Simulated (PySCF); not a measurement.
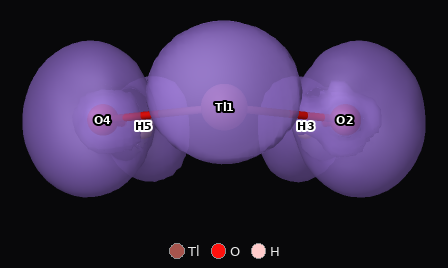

The picture shows: H$_{2}$O$_{2}$Tl (charge −1). Isosurface of the ELF at 0.75 (purple), seen from one side. Core shells and regions of very low density are left out.

Core potentials replace the inner electrons of Tl; the highest occupied orbital lies above zero, a sign that basis and functional describe the outermost electron poorly.

All numbers below come from RKS BP86, Tl def2-SVP with ECP60, O def2-SVP, H def2-SVP; non-relativistic Hamiltonian with scalar-relativistic core potentials where named; density fitting (PySCF).

The calculation's input:

```
mol = gto.M(atom='''
Tl     1.43208    -0.41761     0.03058
O     -0.09281     0.14596     1.62145
H     -0.87890     0.33584     1.06740
O     -0.09281    -0.09183    -1.62541
H     -0.87890     0.17675    -1.10494''',
    basis={'Tl': 'def2-SVP', 'O': 'def2-SVP', 'H': 'def2-SVP'},
    ecp={'Tl': 'def2-SVP'},
    charge=-1, spin=0)
mf = dft.RKS(mol, xc='B88,P86')
mf.grids.atom_grid = (75, 302)  # f atoms: at least (60, 302), unpruned
mf = mf.density_fit()  # Tl def2-universal-JKFIT, O def2-universal-JKFIT, H def2-universal-JKFIT
mf.conv_tol = 1e-09; mf.max_cycle = 55
mf.kernel(dm0)
```

Run with:

```sh
OMP_NUM_THREADS=2 python run.py
```

Q: Where are the electrons localised?

A: The ELF exceeds this value in one lobe on Tl, pointing away from the bonds (lone pairs) and two joined regions spread over several atoms (H, O), in which their bonds and any lone pairs are merged. Profiles from the grid: Tl–O (2.27 Å): the ELF is about 0.15 at the midpoint. O–H (0.98 Å): the ELF climbs to about 1 towards the hydrogen, as it does in any bond to H; an ordinary covalent bond to hydrogen.
